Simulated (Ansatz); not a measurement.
## WHCl3O2: geometry relaxation (part 1 of 2)

- system: WHCl3O2, SMILES [O]=[W]([OH])([Cl])([Cl])[Cl]
- method: RKS PBE0-D4/def2-TZVP (Ansatz 0.2.0)

The geometry: PBE-D4/def2-SVP start. Figures and captions count atoms from 1; the log counts them from 0 in places.

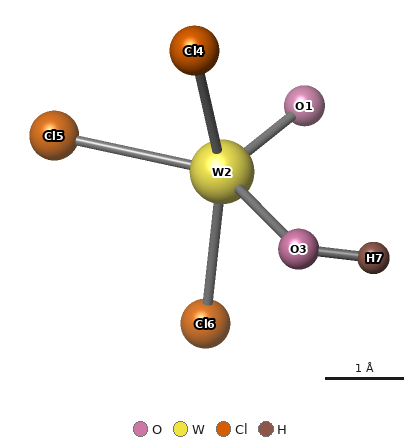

Fig. 1: The input geometry (ball-and-stick view, seen at a tilt; atoms are numbered from 1 in the order of the input). Sticks mark near contacts. Bond lengths as drawn: Cl–W 2.33 to 2.34 Å, H–O 0.98 Å and O–W 1.70 to 1.89 Å.

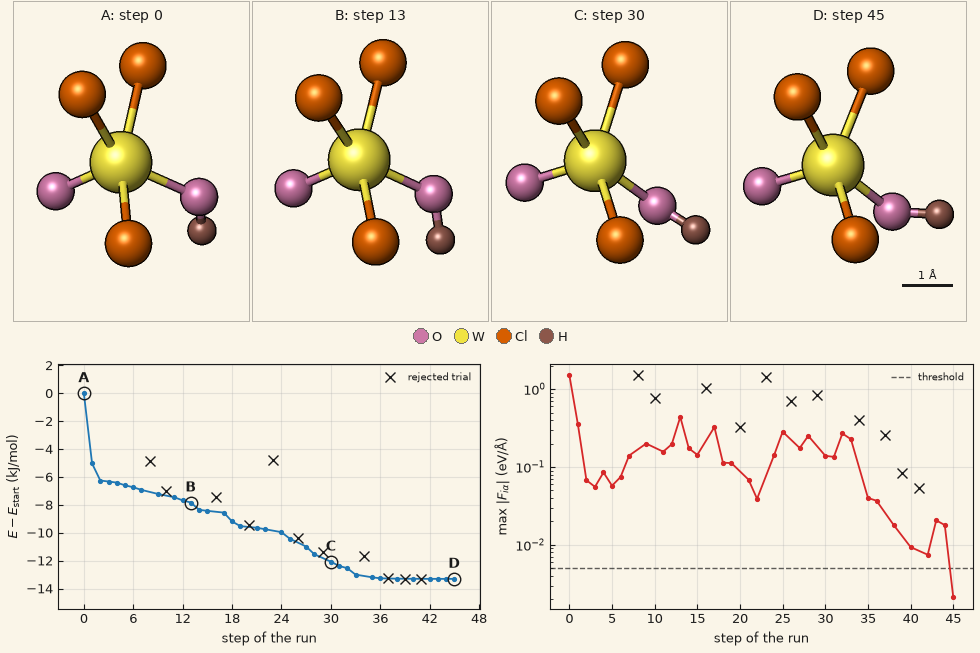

Fig. 2: Frames of the relaxation (ball-and-stick view, seen at a tilt) above the curves, on which the letters mark them (the first geometry is step 0 here and step 1 in the log).

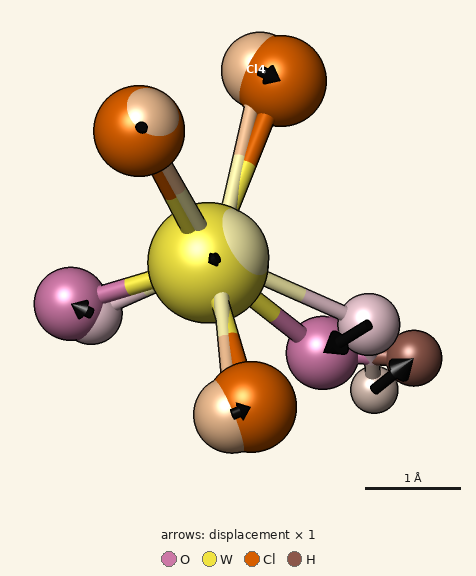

Fig. 3: Start (faint) and end (solid) with the displacements as black arrows, at true length (ball-and-stick view, seen at a tilt). The two geometries are laid on each other by the best rigid fit. Over 45 geometry steps the energy falls by 13.3 kJ/mol. Largest force component: 1.5 eV/Å at the start, 0.0021 eV/Å at the end. The line search rejected the trial steps at points 8, 10, 16, 20, 23, 26, 29, 34 and more (counted from 0) and went back. The atom that moves furthest after the best rigid fit is O3 (0.68 Å). By element the largest moves are O 0.68 Å, H 0.64 Å, Cl 0.26 Å, W 0.13 Å. Among the contacts that change: W2–Cl6 2.338 → 2.303 Å, W2–Cl4 2.334 → 2.303 Å, O1–W2 1.697 → 1.671 Å, W2–O3 1.891 → 1.866 Å. Among the angles that change: Cl4–W2–Cl6 159.6° → 143.7°, O3–W2–Cl5 142.4° → 158.0°, O1–W2–O3 109.2° → 100.6°. (Atoms are counted from 1 in the order of the input.)

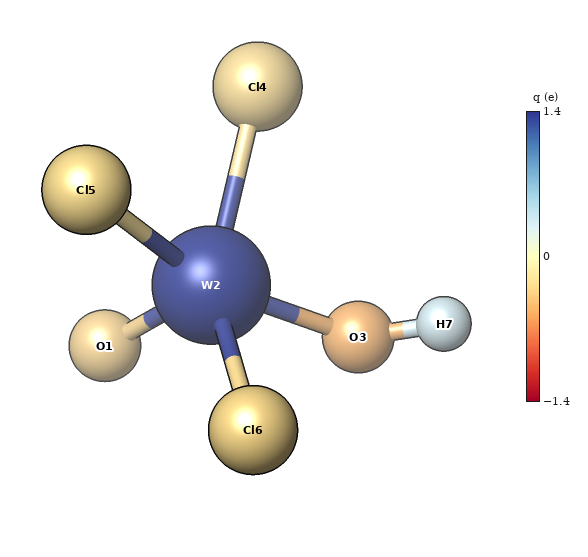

Fig. 4: Mulliken charges, as the colour of each atom (ball-and-stick view, seen at a tilt; atoms are numbered from 1 in the order of the input; Mulliken charges depend strongly on the basis). By element: O −0.53 to −0.34, W +1.34, Cl −0.29 to −0.25 and H +0.36 e.

The input that produced these results follows, with the program's output.

Input file:
```yaml
crystal:
  periodic: [false, false, false]
  atoms:
    - {symbol: O, position_ang: [-1.692946, -0.178327, 0.559751]}
    - {symbol: W, position_ang: [-0.201591, 0.126954, -0.189144]}
    - {symbol: O, position_ang: [1.169594, -0.751945, 0.771900]}
    - {symbol: Cl, position_ang: [-0.120167, -1.635891, -1.716622]}
    - {symbol: Cl, position_ang: [-0.572118, 1.495152, -2.033225]}
    - {symbol: Cl, position_ang: [0.408997, 2.085521, 0.932384]}
    - {symbol: H, position_ang: [1.069431, -1.209364, 1.629257]}
basis:
  gaussian: {orbitals: def2-TZVP}
hamiltonian: {xc: pbe0, dispersion: d4}
relax: {f_tol: 0.005, max_steps: 150}
```

Run as:
```bash
ansatz run in.yaml --threads 4 --pin off --events-out ev --progress --plain --max-ram 11315MiB
```

Output:
```
Functional definition: PBE0
  name "PBE0"
  cite "Adamo & Barone, J. Chem. Phys. 110, 6158 (1999) doi:10.1063/1.478522"
  cite "Perdew, Burke & Ernzerhof, Phys. Rev. Lett. 77, 3865 (1996) doi:10.1103/PhysRevLett.77.3865"
  parent pbe
  parameter a = 0.25
  parameter kappa = 0.804
  parameter beta = 0.06672455060314922
  exchange = (1 - a)*pbe_x(kappa = kappa, mu = beta*pi^2/3) + a*exact_x
  correlation = pbe_c(beta = beta)
1550 factors; their error is unknown
mean field evaluation 1: about -43482.1221 eV, gradient 9.1e1 eV
mean field evaluation 2: about -43261.4446 eV, gradient 3.3e2 eV
mean field evaluation 4: about -43495.7094 eV, gradient 2.0e1 eV
mean field evaluation 8: about -43496.4627 eV, gradient 5.1e-1 eV
mean field evaluation 16: about -43496.5942 eV, gradient 3.1e-3 eV
mean field -43496.59421869 eV, -1598.4703544864 hartree, gradient 7.0e-5 eV, S^2 0.000000; 0 other end points of the search recorded, 0 dependent functions left out
the calculation of the forces begins
reference -43496.59425010 eV, -1598.4703556406 hartree; 41, 41 occupied and 178, 178 virtual orbitals, 1550 factors
relax step   1: F+E_penalty+E_count = -43496.85087514 eV  Δ(F+E_penalty+E_count) = +0.000e0 eV  max|allowed force component| = 1.508e0 eV/Å  Δτ_max = 0.0000 Å  (32 SCF iters, accepted)
these checks for a lower state are left out or cut short: starts, cluster_reference, orbital_swaps, neighbouring_geometries, increment
1550 factors; their error is unknown
mean field -43496.64180319 eV, -1598.4721031844 hartree, gradient 1.9e-5 eV, S^2 0.000000; 0 other end points of the search recorded, 0 dependent functions left out
[... from here on the field's lines of each further geometry are left out, up to the last ...]
relax step   2: F+E_penalty+E_count = -43496.90306498 eV  Δ(F+E_penalty+E_count) = -5.219e-2 eV  max|allowed force component| = 3.520e-1 eV/Å  Δτ_max = 0.0582 Å  (43 SCF iters, accepted)
relax step   3: F+E_penalty+E_count = -43496.91571663 eV  Δ(F+E_penalty+E_count) = -1.265e-2 eV  max|allowed force component| = 6.769e-2 eV/Å  Δτ_max = 0.0270 Å  (36 SCF iters, accepted)
relax step   4: F+E_penalty+E_count = -43496.91646202 eV  Δ(F+E_penalty+E_count) = -7.454e-4 eV  max|allowed force component| = 5.559e-2 eV/Å  Δτ_max = 0.0143 Å  (35 SCF iters, accepted)
relax step   5: F+E_penalty+E_count = -43496.91726173 eV  Δ(F+E_penalty+E_count) = -7.997e-4 eV  max|allowed force component| = 8.508e-2 eV/Å  Δτ_max = 0.0357 Å  (36 SCF iters, accepted)
relax step   6: F+E_penalty+E_count = -43496.91928003 eV  Δ(F+E_penalty+E_count) = -2.018e-3 eV  max|allowed force component| = 5.749e-2 eV/Å  Δτ_max = 0.0352 Å  (36 SCF iters, accepted)
relax step   7: F+E_penalty+E_count = -43496.92070335 eV  Δ(F+E_penalty+E_count) = -1.423e-3 eV  max|allowed force component| = 7.432e-2 eV/Å  Δτ_max = 0.0275 Å  (35 SCF iters, accepted)
relax step   8: F+E_penalty+E_count = -43496.92268474 eV  Δ(F+E_penalty+E_count) = -1.981e-3 eV  max|allowed force component| = 1.399e-1 eV/Å  Δτ_max = 0.0562 Å  (35 SCF iters, accepted)
relax step   9: F+E_penalty+E_count = -43496.90152889 eV  Δ(F+E_penalty+E_count) = +2.116e-2 eV  max|allowed force component| = 1.529e0 eV/Å  Δτ_max = 0.1298 Å  (40 SCF iters, rejected (line search))
relax step  10: F+E_penalty+E_count = -43496.92567850 eV  Δ(F+E_penalty+E_count) = -2.994e-3 eV  max|allowed force component| = 1.997e-1 eV/Å  Δτ_max = 0.0649 Å  (36 SCF iters, accepted)
relax step  11: F+E_penalty+E_count = -43496.92349750 eV  Δ(F+E_penalty+E_count) = +2.181e-3 eV  max|allowed force component| = 7.686e-1 eV/Å  Δτ_max = 0.0930 Å  (37 SCF iters, rejected (line search))
relax step  12: F+E_penalty+E_count = -43496.92816465 eV  Δ(F+E_penalty+E_count) = -2.486e-3 eV  max|allowed force component| = 1.572e-1 eV/Å  Δτ_max = 0.0465 Å  (36 SCF iters, accepted)
relax step  13: F+E_penalty+E_count = -43496.93046562 eV  Δ(F+E_penalty+E_count) = -2.301e-3 eV  max|allowed force component| = 1.959e-1 eV/Å  Δτ_max = 0.0487 Å  (36 SCF iters, accepted)
relax step  14: F+E_penalty+E_count = -43496.93206941 eV  Δ(F+E_penalty+E_count) = -1.604e-3 eV  max|allowed force component| = 4.384e-1 eV/Å  Δτ_max = 0.0732 Å  (36 SCF iters, accepted)
relax step  15: F+E_penalty+E_count = -43496.93749745 eV  Δ(F+E_penalty+E_count) = -5.428e-3 eV  max|allowed force component| = 1.734e-1 eV/Å  Δτ_max = 0.1125 Å  (40 SCF iters, accepted)
relax step  16: F+E_penalty+E_count = -43496.93823512 eV  Δ(F+E_penalty+E_count) = -7.377e-4 eV  max|allowed force component| = 1.432e-1 eV/Å  Δτ_max = 0.0057 Å  (38 SCF iters, accepted)
relax step  17: F+E_penalty+E_count = -43496.92770904 eV  Δ(F+E_penalty+E_count) = +1.053e-2 eV  max|allowed force component| = 1.039e0 eV/Å  Δτ_max = 0.1500 Å  (40 SCF iters, rejected (line search))
relax step  18: F+E_penalty+E_count = -43496.93955426 eV  Δ(F+E_penalty+E_count) = -1.319e-3 eV  max|allowed force component| = 3.251e-1 eV/Å  Δτ_max = 0.0742 Å  (42 SCF iters, accepted)
relax step  19: F+E_penalty+E_count = -43496.94608411 eV  Δ(F+E_penalty+E_count) = -6.530e-3 eV  max|allowed force component| = 1.136e-1 eV/Å  Δτ_max = 0.1000 Å  (42 SCF iters, accepted)
relax step  20: F+E_penalty+E_count = -43496.94960132 eV  Δ(F+E_penalty+E_count) = -3.517e-3 eV  max|allowed force component| = 1.120e-1 eV/Å  Δτ_max = 0.0798 Å  (43 SCF iters, accepted)
relax step  21: F+E_penalty+E_count = -43496.94862684 eV  Δ(F+E_penalty+E_count) = +9.745e-4 eV  max|allowed force component| = 3.290e-1 eV/Å  Δτ_max = 0.0421 Å  (36 SCF iters, rejected (line search))
relax step  22: F+E_penalty+E_count = -43496.95080512 eV  Δ(F+E_penalty+E_count) = -1.204e-3 eV  max|allowed force component| = 6.880e-2 eV/Å  Δτ_max = 0.0206 Å  (37 SCF iters, accepted)
relax step  23: F+E_penalty+E_count = -43496.95187757 eV  Δ(F+E_penalty+E_count) = -1.072e-3 eV  max|allowed force component| = 3.903e-2 eV/Å  Δτ_max = 0.0206 Å  (37 SCF iters, accepted)
relax step  24: F+E_penalty+E_count = -43496.90050045 eV  Δ(F+E_penalty+E_count) = +5.138e-2 eV  max|allowed force component| = 1.448e0 eV/Å  Δτ_max = 0.1490 Å  (42 SCF iters, rejected (line search))
relax step  25: F+E_penalty+E_count = -43496.95407131 eV  Δ(F+E_penalty+E_count) = -2.194e-3 eV  max|allowed force component| = 1.421e-1 eV/Å  Δτ_max = 0.0692 Å  (36 SCF iters, accepted)
relax step  26: F+E_penalty+E_count = -43496.95885593 eV  Δ(F+E_penalty+E_count) = -4.785e-3 eV  max|allowed force component| = 2.833e-1 eV/Å  Δτ_max = 0.0651 Å  (41 SCF iters, accepted)
relax step  27: F+E_penalty+E_count = -43496.95821273 eV  Δ(F+E_penalty+E_count) = +6.432e-4 eV  max|allowed force component| = 6.959e-1 eV/Å  Δτ_max = 0.0683 Å  (36 SCF iters, rejected (line search))
relax step  28: F+E_penalty+E_count = -43496.96477965 eV  Δ(F+E_penalty+E_count) = -5.924e-3 eV  max|allowed force component| = 1.751e-1 eV/Å  Δτ_max = 0.0341 Å  (36 SCF iters, accepted)
relax step  29: F+E_penalty+E_count = -43496.97049530 eV  Δ(F+E_penalty+E_count) = -5.716e-3 eV  max|allowed force component| = 2.508e-1 eV/Å  Δτ_max = 0.0562 Å  (36 SCF iters, accepted)
relax step  30: F+E_penalty+E_count = -43496.96914418 eV  Δ(F+E_penalty+E_count) = +1.351e-3 eV  max|allowed force component| = 8.418e-1 eV/Å  Δτ_max = 0.0823 Å  (42 SCF iters, rejected (line search))
relax step  31: F+E_penalty+E_count = -43496.97601219 eV  Δ(F+E_penalty+E_count) = -5.517e-3 eV  max|allowed force component| = 1.392e-1 eV/Å  Δτ_max = 0.0412 Å  (36 SCF iters, accepted)
relax step  32: F+E_penalty+E_count = -43496.97917898 eV  Δ(F+E_penalty+E_count) = -3.167e-3 eV  max|allowed force component| = 1.347e-1 eV/Å  Δτ_max = 0.0422 Å  (35 SCF iters, accepted)
relax step  33: F+E_penalty+E_count = -43496.98083480 eV  Δ(F+E_penalty+E_count) = -1.656e-3 eV  max|allowed force component| = 2.691e-1 eV/Å  Δτ_max = 0.0620 Å  (36 SCF iters, accepted)
relax step  34: F+E_penalty+E_count = -43496.98560852 eV  Δ(F+E_penalty+E_count) = -4.774e-3 eV  max|allowed force component| = 2.272e-1 eV/Å  Δτ_max = 0.0949 Å  (36 SCF iters, accepted)
relax step  35: F+E_penalty+E_count = -43496.97162935 eV  Δ(F+E_penalty+E_count) = +1.398e-2 eV  max|allowed force component| = 4.050e-1 eV/Å  Δτ_max = 0.1213 Å  (40 SCF iters, rejected (line search))
relax step  36: F+E_penalty+E_count = -43496.98759922 eV  Δ(F+E_penalty+E_count) = -1.991e-3 eV  max|allowed force component| = 3.999e-2 eV/Å  Δτ_max = 0.0607 Å  (34 SCF iters, accepted)
relax step  37: F+E_penalty+E_count = -43496.98835683 eV  Δ(F+E_penalty+E_count) = -7.576e-4 eV  max|allowed force component| = 3.689e-2 eV/Å  Δτ_max = 0.0649 Å  (36 SCF iters, accepted)
relax step  38: F+E_penalty+E_count = -43496.98794514 eV  Δ(F+E_penalty+E_count) = +4.117e-4 eV  max|allowed force component| = 2.582e-1 eV/Å  Δτ_max = 0.0583 Å  (36 SCF iters, rejected (line search))
relax step  39: F+E_penalty+E_count = -43496.98862918 eV  Δ(F+E_penalty+E_count) = -2.724e-4 eV  max|allowed force component| = 1.807e-2 eV/Å  Δτ_max = 0.0291 Å  (36 SCF iters, accepted)
relax step  40: F+E_penalty+E_count = -43496.98861334 eV  Δ(F+E_penalty+E_count) = +1.584e-5 eV  max|allowed force component| = 8.444e-2 eV/Å  Δτ_max = 0.0367 Å  (36 SCF iters, rejected (line search))
relax step  41: F+E_penalty+E_count = -43496.98871003 eV  Δ(F+E_penalty+E_count) = -8.085e-5 eV  max|allowed force component| = 9.365e-3 eV/Å  Δτ_max = 0.0179 Å  (37 SCF iters, accepted)
relax step  42: F+E_penalty+E_count = -43496.98866074 eV  Δ(F+E_penalty+E_count) = +4.929e-5 eV  max|allowed force component| = 5.335e-2 eV/Å  Δτ_max = 0.0260 Å  (37 SCF iters, rejected (line search))
relax step  43: F+E_penalty+E_count = -43496.98876127 eV  Δ(F+E_penalty+E_count) = -5.124e-5 eV  max|allowed force component| = 7.476e-3 eV/Å  Δτ_max = 0.0130 Å  (37 SCF iters, accepted)
relax step  44: F+E_penalty+E_count = -43496.98877605 eV  Δ(F+E_penalty+E_count) = -1.478e-5 eV  max|allowed force component| = 2.063e-2 eV/Å  Δτ_max = 0.0102 Å  (38 SCF iters, accepted)
relax step  45: F+E_penalty+E_count = -43496.98878007 eV  Δ(F+E_penalty+E_count) = -4.023e-6 eV  max|allowed force component| = 1.796e-2 eV/Å  Δτ_max = 0.0019 Å  (39 SCF iters, accepted)
the calculation of the forces begins
reference -43496.72926469 eV, -1598.4753173355 hartree; 41, 41 occupied and 178, 178 virtual orbitals, 1550 factors
relax step  46: F+E_penalty+E_count = -43496.98878718 eV  Δ(F+E_penalty+E_count) = -7.112e-6 eV  max|allowed force component| = 2.115e-3 eV/Å  Δτ_max = 0.0031 Å  (38 SCF iters, accepted)
1550 factors; their error is unknown
mean field evaluation 352: about -43495.8090 eV, gradient 2.1e1 eV
mean field -43496.72923359 eV, -1598.4753161925 hartree, gradient 4.6e-5 eV, S^2 0.000000; 1 other end points of the search recorded, 0 dependent functions left out
the calculation of the forces begins
reference -43496.72926469 eV, -1598.4753173355 hartree; 41, 41 occupied and 178, 178 virtual orbitals, 1550 factors
Total energy: -43496.98881829 eV, -1598.4848557541 hartree
Atom 0 at    -1.884101    -0.145167     0.385289 Å, force     0.001444     0.000138    -0.000227 eV/Å
Atom 1 at    -0.313098     0.104904    -0.127214 Å, force    -0.002115     0.000387    -0.000124 eV/Å
Atom 2 at     0.623357    -0.906254     1.131455 Å, force    -0.000630     0.000191    -0.000032 eV/Å
Atom 3 at     0.206845    -1.527338    -1.665785 Å, force     0.000321    -0.000326    -0.000478 eV/Å
Atom 4 at    -0.640389     1.478856    -1.938243 Å, force    -0.000116    -0.000238     0.000194 eV/Å
Atom 5 at     0.500169     1.978133     0.937745 Å, force     0.000176     0.000679     0.000156 eV/Å
Atom 6 at     1.568417    -1.051035     1.231055 Å, force     0.000920    -0.000831     0.000511 eV/Å
Dipole moment:     0.514653    -0.180695     0.185921 e Å
```

Trajectory as extended XYZ (Å, eV, eV/Å), 46 frames, from step=1 to step=46:
```
7
Properties=species:S:1:pos:R:3:forces:R:3 step=1 energy=-43496.85087
O    -1.6929   -0.1783    0.5598    1.5077   0.3033  -0.7599
W    -0.2016    0.1270   -0.1891   -0.8282  -0.4074   0.7612
O     1.1696   -0.7519    0.7719   -0.6677   0.0478   0.1834
Cl   -0.1202   -1.6359   -1.7166   -0.0044   0.4463   0.3234
Cl   -0.5721    1.4952   -2.0332    0.0951  -0.3347   0.4543
Cl    0.4090    2.0855    0.9324   -0.1248  -0.4346  -0.3028
H     1.0694   -1.2094    1.6293    0.0223   0.3792  -0.6598
7
Properties=species:S:1:pos:R:3:forces:R:3 step=2 energy=-43496.90306
O    -1.6672   -0.1850    0.5567   -0.1608  -0.0350   0.1066
W    -0.2004    0.1184   -0.1801    0.0228  -0.0999   0.0905
O     1.1511   -0.7488    0.7637    0.0640  -0.1972   0.3037
Cl   -0.1134   -1.5844   -1.7076    0.0345  -0.2805  -0.1876
Cl   -0.5647    1.4633   -1.9851   -0.1110   0.2677  -0.3520
Cl    0.4105    2.0534    0.8883    0.1053   0.2559   0.2060
H     1.0452   -1.1848    1.6185    0.0453   0.0889  -0.1672
7
Properties=species:S:1:pos:R:3:forces:R:3 step=3 energy=-43496.91572
O    -1.6669   -0.1786    0.5576    0.0649  -0.0100  -0.0409
W    -0.1998    0.1193   -0.1866   -0.0388  -0.0308   0.0677
O     1.1488   -0.7538    0.7647   -0.0489  -0.0429   0.0578
Cl   -0.1045   -1.6060   -1.7107    0.0006  -0.0115  -0.0261
Cl   -0.5810    1.4768   -2.0019   -0.0192   0.0223  -0.0204
Cl    0.4201    2.0541    0.9096    0.0219   0.0398   0.0012
H     1.0445   -1.1796    1.6217    0.0196   0.0332  -0.0392
7
Properties=species:S:1:pos:R:3:forces:R:3 step=4 energy=-43496.91646
O    -1.6716   -0.1755    0.5529    0.0556  -0.0291  -0.0177
W    -0.2012    0.1161   -0.1865   -0.0446   0.0147   0.0261
O     1.1406   -0.7597    0.7695   -0.0175  -0.0279  -0.0086
Cl   -0.0941   -1.5999   -1.7170   -0.0021  -0.0355  -0.0339
Cl   -0.5936    1.4773   -1.9976   -0.0166   0.0259  -0.0268
Cl    0.4316    2.0495    0.9023    0.0232   0.0550   0.0179
H     1.0495   -1.1756    1.6307    0.0020  -0.0030   0.0429
7
Properties=species:S:1:pos:R:3:forces:R:3 step=5 energy=-43496.91726
O    -1.6720   -0.1929    0.5401    0.0474   0.0691   0.0475
W    -0.1995    0.1157   -0.1869   -0.0435  -0.0502  -0.0851
O     1.1213   -0.7781    0.7804    0.0131   0.0313  -0.0541
Cl   -0.0811   -1.5884   -1.7310    0.0290   0.0069  -0.0148
Cl   -0.6213    1.4864   -1.9903   -0.0078  -0.0128   0.0089
Cl    0.4628    2.0521    0.8852   -0.0175  -0.0265   0.0266
H     1.0510   -1.1628    1.6568   -0.0207  -0.0177   0.0709
7
Properties=species:S:1:pos:R:3:forces:R:3 step=6 energy=-43496.91928
O    -1.6676   -0.1829    0.5455   -0.0030  -0.0011   0.0029
W    -0.1990    0.1069   -0.1950   -0.0201   0.0464  -0.0575
O     1.1024   -0.7974    0.7873    0.0344  -0.0315  -0.0001
Cl   -0.0582   -1.5793   -1.7560    0.0100   0.0152   0.0336
Cl   -0.6499    1.4892   -1.9868    0.0044  -0.0251   0.0403
Cl    0.4823    2.0389    0.8766    0.0003  -0.0407  -0.0023
H     1.0511   -1.1433    1.6827   -0.0261   0.0368  -0.0169
7
Properties=species:S:1:pos:R:3:forces:R:3 step=7 energy=-43496.92070
O    -1.6645   -0.1830    0.5426   -0.0051  -0.0016   0.0061
W    -0.1974    0.1058   -0.2015    0.0431  -0.0687   0.0717
O     1.0995   -0.8111    0.7862   -0.0359   0.0293  -0.0743
Cl   -0.0443   -1.5764   -1.7629    0.0098   0.0133   0.0133
Cl   -0.6704    1.4904   -1.9778   -0.0007   0.0222  -0.0259
Cl    0.5005    2.0281    0.8744    0.0066  -0.0236   0.0001
H     1.0379   -1.1217    1.6934   -0.0178   0.0291   0.0090
7
Properties=species:S:1:pos:R:3:forces:R:3 step=8 energy=-43496.92268
O    -1.6684   -0.1894    0.5464   -0.1353  -0.0169   0.0551
W    -0.2055    0.0949   -0.2041    0.1343   0.0565  -0.1399
O     1.0812   -0.8366    0.7754    0.0551  -0.0299   0.0372
Cl   -0.0278   -1.5721   -1.7774   -0.0261   0.0236   0.0187
Cl   -0.6788    1.4964   -1.9689   -0.0174   0.0057  -0.0082
Cl    0.5239    2.0062    0.8758   -0.0164  -0.0562   0.0063
H     1.0366   -1.0672    1.7072    0.0058   0.0172   0.0308
7
Properties=species:S:1:pos:R:3:forces:R:3 step=9 energy=-43496.90153 accepted=F
O    -1.6727   -0.1920    0.5303   -0.2217  -0.0540   0.0965
W    -0.2086    0.0720   -0.2232    0.0967   0.1879  -0.2983
O     1.0358   -0.8965    0.7755    0.1428  -0.1780   1.5295
Cl    0.0103   -1.5574   -1.8244   -0.0257   0.0409   0.0850
Cl   -0.7371    1.5105   -1.9484    0.0432  -0.0084   0.0687
Cl    0.5915    1.9473    0.8782   -0.0486  -0.0759  -0.0514
H     1.0421   -0.9518    1.7662    0.0132   0.0875  -1.4298
```
